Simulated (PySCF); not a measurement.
C3H11ClSi2, SMILES C[Si](C)(C)[SiH2]Cl at its GFN2-xTB optimised geometry (Å):

```
17

C     -0.6062    -1.8957    -1.5649
Si    -0.0040    -0.9812     0.0000
C      1.9086    -0.9812     0.0000
C     -0.6000    -1.9577     1.5329
Si    -0.8565     1.1899     0.0000
Cl    -0.0983     2.2443     1.5650
H     -0.2733    -1.3965    -2.4699
H     -0.2303    -2.9141    -1.5977
H     -1.6902    -1.9475    -1.6013
H      2.2989    -0.4536     0.8657
H      2.3041    -0.4913    -0.8854
H      2.3118    -1.9902     0.0225
H     -0.2898    -1.4701     2.4527
H     -1.6834    -2.0364     1.5549
H     -0.1993    -2.9679     1.5472
H     -0.5291     1.9902    -1.1846
H     -2.3118     1.2874     0.1530
```

Calculation: CAM-B3LYP/def2-SVP (PySCF 2.14.0). Cells within 0.4 Å of a nucleus heavier than hydrogen are left out (blank, or x).

Map of the electron localisation function on the plane z = 0.0 Å:

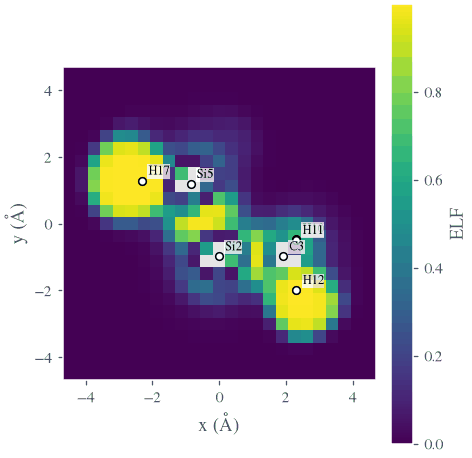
Figure: Electron localisation function on the plane z = 0.0 Å.
